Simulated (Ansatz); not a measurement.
# InH3 (SMILES [InH3]) at 6 levels

Wanted: a comparison of 6 runs (B3LYP/STO-3G, BHLYP/STO-3G, PBE/STO-3G, wB97M-V/STO-3G, BCCD(T)/STO-3G, CCSDTQ/STO-3G) of InH3. 

Program for the calculation: Ansatz 0.2.0.

29 further runs of the same task are left out: 1 that didn't finish, 28 set aside as unsound or not needed.

## (1) The system as given

InH3: 4 atoms, total charge 0, spin state singlet. SMILES: `[InH3]`. The H3–In1 distance was set to 2.586 Å, away from the relaxed value. At this shape a bond of the SMILES string is far longer than usual.

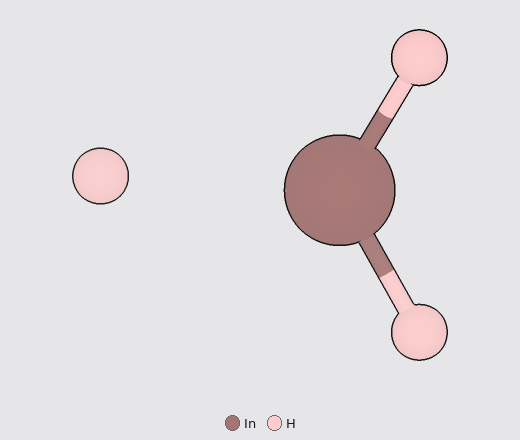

Viewed from a chosen angle; indium brown, hydrogen pink.

## (2) The energy at B3LYP/STO-3G (run 1)

run.yaml

```yaml
crystal:
  periodic: [false, false, false]
  atoms:
    - {symbol: In, position_ang: [0.568661, 0.031001, 0.653063]}
    - {symbol: H, position_ang: [0.970261, 1.562101, 1.336363]}
    - {symbol: H, position_ang: [-1.095600, -0.107300, -1.321400]}
    - {symbol: H, position_ang: [1.276561, -1.407899, 1.286163]}
basis:
  gaussian:
    orbitals: STO-3G
hamiltonian:
  xc: {name: B3LYP}
accuracy: high
```

Run with:

```
$ ansatz run run.yaml --threads 1 --pin off --max-ram 2610MiB --events-out events.jsonl --progress --plain --runs-dir runs
```

Log:

```text
Warning: RAYON_NUM_THREADS=1 ignored (pool sized by the plan → 1); use --threads N
Functional definition: B3LYP
  name "B3LYP"
  parameter a0 = 0.2
  parameter ax = 0.72
  parameter ac = 0.81
  exchange = (1 - a0 - ax)*slater_x + ax*b88_x + a0*exact_x
  correlation = (1 - ac)*vwn_rpa_c + ac*lyp_c
524 factors; integrals over basis functions are off by at most 3.9e-9 eV
mean field evaluation 1: about -154735.4744 eV, gradient 1.9e1 eV
mean field evaluation 2: about -154733.0366 eV, gradient 2.3e1 eV
mean field evaluation 4: about -154737.7936 eV, gradient 2.9e-1 eV
mean field evaluation 8: about -154737.7250 eV, gradient 7.5e-3 eV
mean field evaluation 16: about -154737.7250 eV, gradient 1.4e-8 eV
mean field -154737.72496591 eV, -5686.5065075000 hartree, gradient 1.3e-8 eV, S^2 0.000000; 0 other end points of the search recorded, 0 dependent functions left out
reference -154737.72499265 eV, -5686.5065084828 hartree; 26, 26 occupied and 4, 4 virtual orbitals, 524 factors
Total energy: -154737.72499265 eV, -5686.5065084828 hartree
```

Run time: 1.5 s. Hardware: 1 thread of Arm Neoverse V1, shared host; peak memory 0.098 GiB.

## (3) A single-point energy at BHLYP/STO-3G (run 2)

Changes to run.yaml since step 2:

```diff
@@ -8,6 +8,5 @@
 basis:
-  gaussian:
-    orbitals: STO-3G
-hamiltonian:
-  xc: {name: B3LYP}
+  gaussian: {orbitals: STO-3G}
+total_charge: 0
+hamiltonian: {xc: {name: BHLYP}}
 accuracy: high
```

Run with:

```
$ ansatz run run.yaml --threads 1 --pin off --max-ram 2610MiB --events-out events.jsonl --progress --plain --runs-dir runs
```

Log:

```text
Warning: RAYON_NUM_THREADS=1 ignored (pool sized by the plan → 1); use --threads N
Functional definition: BHLYP
  name "BHLYP"
  parameter a = 0.5
  exchange = (1 - a)*b88_x + a*exact_x
  correlation = lyp_c
524 factors; integrals over basis functions are off by at most 3.9e-9 eV
mean field evaluation 1: about -154740.8132 eV, gradient 1.3e1 eV
mean field evaluation 2: about -154741.2058 eV, gradient 1.2e1 eV
mean field evaluation 4: about -154742.2150 eV, gradient 1.3e-1 eV
mean field evaluation 8: about -154742.1605 eV, gradient 4.5e-4 eV
mean field evaluation 16: about -154742.1605 eV, gradient 1.6e-8 eV
mean field -154742.16045811 eV, -5686.6695088318 hartree, gradient 1.6e-8 eV, S^2 0.000000; 0 other end points of the search recorded, 0 dependent functions left out
reference -154742.16047647 eV, -5686.6695095068 hartree; 26, 26 occupied and 4, 4 virtual orbitals, 524 factors
Total energy: -154742.16047647 eV, -5686.6695095068 hartree
```

Run time: 1.3 s. Hardware: 1 thread of Arm Neoverse V1, shared host; peak memory 0.097 GiB.

Runs 3 to 4 aren't shown in full; the table further down has their settings and results.

## (4) The energy at BCCD(T)/STO-3G (run 5)

job.yaml

```yaml
crystal:
  periodic: [false, false, false]
  atoms:
    - symbol: In
      position_ang: [0.568661, 0.031001, 0.653063]
    - symbol: H
      position_ang: [0.970261, 1.562101, 1.336363]
    - symbol: H
      position_ang: [-1.095600, -0.107300, -1.321400]
    - symbol: H
      position_ang: [1.276561, -1.407899, 1.286163]
basis:
  gaussian:
    orbitals: STO-3G
correlation:
  method: bccd_t
  frozen_orbitals: {H: 0, In: 18}
accuracy: high
scf:
  omitted_lower_state_checks: [cluster_reference, increment]
```

Run with:

```
$ ansatz run job.yaml --threads 1 --pin off --max-ram 2610MiB --events-out events.jsonl --progress --plain --runs-dir runs
```

Log, cut to the lines that bear on the results:

```text
Warning: RAYON_NUM_THREADS=1 ignored (pool sized by the plan → 1); use --threads N
Functional definition: HF
  name "HF"
[...]
524 factors; integrals over basis functions are off by at most 3.9e-9 eV
[...]
mean field -154681.65964964 eV, -5684.4461451296 hartree, gradient 2.3e-8 eV, S^2 0.000000; 0 other end points of the search recorded, 0 dependent functions left out; unrestricted orbitals would lower it
18 core orbitals not correlated: weight in the atoms' cores, before any rotation towards them, 1.000 or more for the frozen orbitals, at most 0.000 for the correlated occupied ones
reference -154681.65964964 eV, -5684.4461451296 hartree; 8, 8 occupied and 4, 4 virtual orbitals, 524 factors
second order -1.38937131 eV of doubles, -0.00000000 eV of singles
cycle   1  -1.94012138 eV  change   -5.5e-1 eV  update   9.7e-2
[...]
cycle  22  -2.36009425 eV  change  -3.8e-10 eV  update  4.4e-10
perturbative correction -0.03194568 eV, -0.0011739819 hartree
Total energy: -154684.05168956 eV, -5684.5340509755 hartree
Checks for a lower state left out: cluster_reference, increment
```

It took 0.51 s on 1 thread of Arm Neoverse V1, shared host.

## (5) A single-point energy at CCSDTQ/STO-3G (run 6)

Changes to run.yaml since step 3:

```diff
@@ -8,5 +8,9 @@
 basis:
-  gaussian: {orbitals: STO-3G}
-total_charge: 0
-hamiltonian: {xc: {name: BHLYP}}
+  gaussian:
+    orbitals: STO-3G
+correlation:
+  method: ccsdtq
+  frozen_orbitals: {H: 0, In: 18}
 accuracy: high
+scf:
+  omitted_lower_state_checks: [cluster_reference, increment]
```

Run with:

```
$ ansatz run run.yaml --threads 1 --pin off --max-ram 2610MiB --events-out events.jsonl --progress --plain --runs-dir runs
```

Log, cut to the lines that bear on the results:

```text
Warning: RAYON_NUM_THREADS=1 ignored (pool sized by the plan → 1); use --threads N
Functional definition: HF
  name "HF"
[...]
524 factors; integrals over basis functions are off by at most 3.9e-9 eV
[...]
mean field -154681.65964964 eV, -5684.4461451296 hartree, gradient 2.3e-8 eV, S^2 0.000000; 0 other end points of the search recorded, 0 dependent functions left out; unrestricted orbitals would lower it
18 core orbitals not correlated: weight in the atoms' cores, before any rotation towards them, 1.000 or more for the frozen orbitals, at most 0.000 for the correlated occupied ones
reference -154681.65964964 eV, -5684.4461451296 hartree; 8, 8 occupied and 4, 4 virtual orbitals, 524 factors
second order -1.38937131 eV of doubles, -0.00000000 eV of singles
cycle   1  -1.93255147 eV  change   -5.4e-1 eV  update   9.8e-2
[...]
cycle  23  -2.41092457 eV  change    1.1e-9 eV  update   2.0e-9
Total energy: -154684.07057421 eV, -5684.5347449733 hartree
Checks for a lower state left out: cluster_reference, increment
```

Run time: 4.8 s. Hardware: 1 thread of Arm Neoverse V1, shared host; peak memory 0.13 GiB.

## (6) The series

```tsv
run	level	frozen core orbitals	energy (Eh)	wall time
1	B3LYP/STO-3G	–	-5686.506508	1.5 s
2	BHLYP/STO-3G	–	-5686.669510	1.3 s
3	PBE/STO-3G	–	-5685.899516	1.4 s
4	wB97M-V/STO-3G	–	-5686.599579	16 s
5	BCCD(T)/STO-3G	18	-5684.534051	0.51 s
6	CCSDTQ/STO-3G	18	-5684.534745	4.8 s
```

## (7) Results

| quantity | value |
| --- | --- |
| run 6: total energy | -5684.53474 Eh |
| run 6: correlation energy (18 core orbitals frozen) | -88.6 mEh |
| run 6: T1 diagnostic | 0.014 |

What this shows: Totals of different functionals can't be ranked against each other. In runs 5, 6 the log says that unrestricted orbitals would lower the reference, so the values rest on an unstable closed-shell determinant (other closed-shell runs at this shape may share the fault). In runs 1, 2, 3, 4, 5, 6 the basis is minimal, so the values are rough. In runs 1, 2, 3, 4, 5, 6 relativity is left out where basis or elements ask for it. All runs together took 25 s, the longest 16 s.
